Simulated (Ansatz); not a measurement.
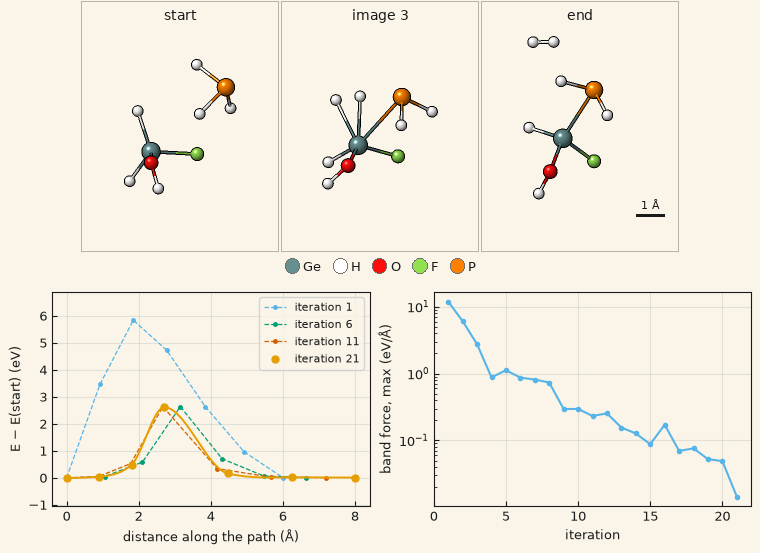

NEB run on GePH6OF, made up at the start of GeH3OF and PH3. Images are numbered from 0 (start) to 6 (end). The plot follows the band through its iterations. Style: ball-and-stick. Shown from a free direction.

These are results of RKS PBE-D4/def2-SVP in Ansatz, not measurements. Set-up: 5 movable images; climbing image; force threshold 0.03 eV/Å; iteration limit 60; starting path through a guess of the saddle point.

### How did the profile develop, and is the result final?

The result is final at these settings. The band converged in 21 iterations. The largest component of the band force went from 12 to 0.014 eV/Å. The climbing image converged on the top of the path. Its vibrational analysis gives one imaginary mode (1492i cm⁻¹), as a transition state must have. The first iteration put the highest image at 5.84 eV. The energy climbs by 2.62 eV to image 3 and then falls by 2.60 eV, so the end point sits at +0.01 eV.

Limits of the set-up: the start holds two separate molecules, 2.5 Å apart at their closest, whose relative position is a soft coordinate.

The run took 100 s on 4 threads of Arm Neoverse V1, on a shared host, peak memory 0.16 GiB.
